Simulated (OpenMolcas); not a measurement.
**CH$_{5}$GaO: single-point calculation (part 1 of 3)**

CH$_{5}$GaO, SMILES C[O][GaH2], computed with CASSCF/ANO-RCC-VDZP, DKH2 (OpenMolcas 26.06).

The run did not end well. The geometry comes from this level: PBE0-D4/def2-TZVP.

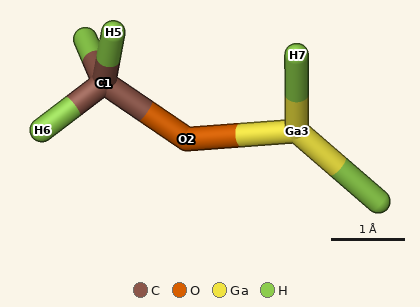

*The structure as given in the input (stick view, seen at a tilt; atoms are numbered from 1 in the order of the input). Sticks mark near contacts.*

The input:
```
&GATEWAY
Coord
mol.xyz
Basis
ANO-RCC-MB
Group
NoSym
&SEWARD
&RASSCF
FileOrb
$CurrDir/step1.LocOrb
Alter
2
1 12 25
1 26 27
Spin
1
Nactel
2 0 0
Inactive
24
Ras2
2
OrbListing
Nothing
>>> COPY $Project.RunFile RUNFIL1
>>> COPY $Project.RasOrb INPORB
&GATEWAY
Coord
mol.xyz
Basis
ANO-RCC-VDZP
Group
NoSym
RICD
&SEWARD
>>> COPY $Project.RunFile RUNFIL2
&EXPBAS
&RASSCF
FileOrb
$Project.ExpOrb
Spin
1
Nactel
2 0 0
Inactive
24
Ras2
2
OrbListing
Nothing
```

File mol.xyz:
```
8

C     -0.616800     0.972600    -0.422900
O     -0.705300    -0.273500     0.213500
Ga     0.703200    -1.302000     0.579300
H     -1.200200     0.962000    -1.350600
H      0.414200     1.256200    -0.676600
H     -1.030600     1.754200     0.224300
H      2.093900    -0.732800     0.142900
H      0.341700    -2.636700     1.290100
```

Machine: 1 thread of Arm Neoverse V2, 24 GiB of memory available, shared host.

Run as:
```bash
export MOLCAS_MEM=1860
pymolcas step2.input > step2.log
```

The program's output:
```
--- Start Module: gateway ---

                                              &GATEWAY

                       available to each process: 1.9 GB of memory, 1 thread

++    Symmetry information:
      ---------------------

                    Character Table for C1

                             E
                    a        1  x, y, xy, Rz, z, xz, Ry, yz, Rx, I
--

++    Basis set information:
      ----------------------

      Basis set label: C.ANO-RCC...2S1P.

      Electronic valence basis set:
      ------------------
      Associated Effective Charge   6.000000 au
      Associated Actual Charge      6.000000 au
      Nuclear Model: Point charge

      Shell  nPrim  nBasis  Cartesian Spherical Contaminant
         s      14       2        X
         p       9       1        X

      Basis set label: O.ANO-RCC...2S1P.

      Electronic valence basis set:
      ------------------
      Associated Effective Charge   8.000000 au
      Associated Actual Charge      8.000000 au
      Nuclear Model: Point charge

      Shell  nPrim  nBasis  Cartesian Spherical Contaminant
         s      14       2        X
         p       9       1        X

      Basis set label: GA.ANO-RCC...4S3P1D.

      Electronic valence basis set:
      ------------------
      Associated Effective Charge  31.000000 au
      Associated Actual Charge     31.000000 au
      Nuclear Model: Point charge

      Shell  nPrim  nBasis  Cartesian Spherical Contaminant
         s      20       4        X
         p      17       3        X
         d      11       1                 X

      Basis set label: H.ANO-RCC...1S.

      Electronic valence basis set:
      ------------------
      Associated Effective Charge   1.000000 au
      Associated Actual Charge      1.000000 au
      Nuclear Model: Point charge

      Shell  nPrim  nBasis  Cartesian Spherical Contaminant
         s       8       1        X
--

++    Molecular structure info:
      -------------------------

                    ************************************************
                    **** Cartesian Coordinates / bohr, angstrom ****
                    ************************************************

     Center  Label                x              y              z                     x              y              z
        1      C1              -1.165583       1.837948      -0.799165             -0.616800       0.972600      -0.422900
        2      O2              -1.332824      -0.516840       0.403457             -0.705300      -0.273500       0.213500
        3      GA3              1.328855      -2.460423       1.094718              0.703200      -1.302000       0.579300
        4      H4              -2.268049       1.817917      -2.552264             -1.200200       0.962000      -1.350600
        5      H5               0.782725       2.373874      -1.278589              0.414200       1.256200      -0.676600
        6      H6              -1.947552       3.314958       0.423866             -1.030600       1.754200       0.224300
        7      H7               3.956898      -1.384791       0.270042              2.093900      -0.732800       0.142900
        8      H8               0.645719      -4.982641       2.437936              0.341700      -2.636700       1.290100

                    ***************************************
                    *    InterNuclear Distances / bohr    *
                    ***************************************

               1 C1            2 O2            3 GA3           4 H4            5 H5            6 H6
    1 C1       0.000000
    2 O2       2.649395        0.000000
    3 GA3      5.318366        3.367476        0.000000
    4 H4       2.071036        3.880982        6.674009        0.000000
    5 H5       2.076768        3.957404        5.413065        3.352396        0.000000
    6 H6       2.070951        3.880848        6.673823        3.346819        3.352372        0.000000
    7 H7       6.145654        5.362116        2.956972        7.548027        5.157635        7.548101
    8 H8       7.764024        5.291230        2.938110        8.924109        8.243157        8.923658

               7 H7            8 H8
    7 H7       0.000000
    8 H8       5.348662        0.000000

                    *******************************************
                    *    InterNuclear Distances / angstrom    *
                    *******************************************

               1 C1            2 O2            3 GA3           4 H4            5 H5            6 H6
    1 C1       0.000000
    2 O2       1.401999        0.000000
    3 GA3      2.814358        1.781992        0.000000
    4 H4       1.095945        2.053727        3.531734        0.000000
    5 H5       1.098978        2.094168        2.864471        1.774012        0.000000
    6 H6       1.095900        2.053656        3.531635        1.771060        1.773999        0.000000
    7 H7       3.252140        2.837510        1.564762        3.994244        2.729303        3.994283
    8 H8       4.108544        2.799998        1.554781        4.722435        4.362091        4.722196

               7 H7            8 H8
    7 H7       0.000000
    8 H8       2.830390        0.000000

                    **************************************
                    *    Valence Bond Angles / degree    *
                    **************************************
                          Atom centers                 Phi
                      2 O2       1 C1       4 H4       110.00
                      2 O2       1 C1       5 H5       113.16
                      2 O2       1 C1       6 H6       110.00
                      4 H4       1 C1       5 H5       107.85
                      4 H4       1 C1       6 H6       107.81
                      5 H5       1 C1       6 H6       107.85
                      7 H7       3 GA3      8 H8       130.27
--

            Nuclear Potential Energy            184.25493863 au

--- Stop Module: gateway /rc=_RC_ALL_IS_WELL_ ---

--- Start Module: seward ---

                                              &SEWARD

                       available to each process: 1.9 GB of memory, 1 thread

               SEWARD will generate:
                  Multipole Moment integrals up to order  2
                  Kinetic Energy integrals
                  Nuclear Attraction integrals (point charge)
                  One-Electron Hamiltonian integrals
                  Velocity integrals
                  Relativistic Douglas-Kroll-Hess integrals:
                    - Parametrization         : EXP
                    - DKH order of Hamiltonian: 2
                    - DKH order of Properties : 0
                         - multipole moment operators
                         - electric potential operators
                         - contact operators
                  Orbital angular momentum around (  0.5636  -1.5168   0.7024 )
                  Velocity quadrupole around (  0.5636  -1.5168   0.7024 )
                  Atomic mean-field integrals
                  Two-Electron Repulsion integrals

                   Integrals are discarded if absolute value <: 1.00E-14
                   Integral cutoff threshold is set to       <: 1.00E-16

            Nuclear Potential Energy            184.25493863 au

      Basis set specifications :
      Symmetry species         a
      Basis functions           33

--- Stop Module: seward /rc=_RC_ALL_IS_WELL_ ---
--- Module seward spent 2 seconds ---

--- Start Module: rasscf ---

                                              &RASSCF

                       available to each process: 1.9 GB of memory, 1 thread

      Header of the ONEINT file:
      --------------------------

      OrdInt status: non-squared

      Cartesian coordinates in angstrom:
      -----------------------------------------------------
      No.  Label        X            Y            Z
      -----------------------------------------------------
       1   C1        -0.61680000   0.97260000  -0.42290000
       2   O2        -0.70530000  -0.27350000   0.21350000
       3   GA3        0.70320000  -1.30200000   0.57930000
       4   H4        -1.20020000   0.96200000  -1.35060000
       5   H5         0.41420000   1.25620000  -0.67660000
       6   H6        -1.03060000   1.75420000   0.22430000
       7   H7         2.09390000  -0.73280000   0.14290000
       8   H8         0.34170000  -2.63670000   1.29010000
      -----------------------------------------------------
      Nuclear repulsion energy =  184.25493863

++    Wave function specifications:
      -----------------------------

      Number of closed shell electrons          48
      Number of electrons in active shells       2
      Max number of holes in RAS1 space          0
      Max nr of electrons in RAS3 space          0
      Number of inactive orbitals               24
      Number of active orbitals                  2
      Number of secondary orbitals               7
      Spin quantum number                      0.0
      State symmetry                             1
--

++    Orbital specifications:
      -----------------------

      Symmetry species                           1
                                                 a
      Frozen orbitals                            0
      Inactive orbitals                         24
      Active orbitals                            2
      RAS1 orbitals                              0
      RAS2 orbitals                              2
      RAS3 orbitals                              0
      Secondary orbitals                         7
      Deleted orbitals                           0
      Number of basis functions                 33
--

++    CI expansion specifications:
      ----------------------------

      Number of CSFs                             3
      Number of spin combinations                3
      Number of determinants                     4
      Number of root(s) required                 1
      Root chosen for geometry opt.              1
      CI root used                               1

      highest root included in the CI            1
      max. size of the explicit Hamiltonian      3
--

++    Optimization specifications:
      ----------------------------

      RASSCF algorithm: Conventional
      Maximum number of macro iterations       200
      Maximum number of SX iterations          100
      Threshold for RASSCF energy            1.000E-08
      Threshold for max MO rotation          1.000E-01
      Threshold for max BLB element          1.000E-04
      Level shift parameter                  5.000E-01
      Make Quasi-Newton update
--

      The MO-coefficients are taken from the file:
      step1.LocOrb
      Title:Localised orbitals

      Total molecular charge    0.00

      Molecular orbitals exchanged:
        In symmetry  1 :  12  25
        In symmetry  1 :  26  27

      ************************************************************************************************************************
      *                                            Wave function control section                                             *
      ************************************************************************************************************************

                                         RASSCF iterations: Energy and convergence statistics
                                         ----------------------------------------------------
```
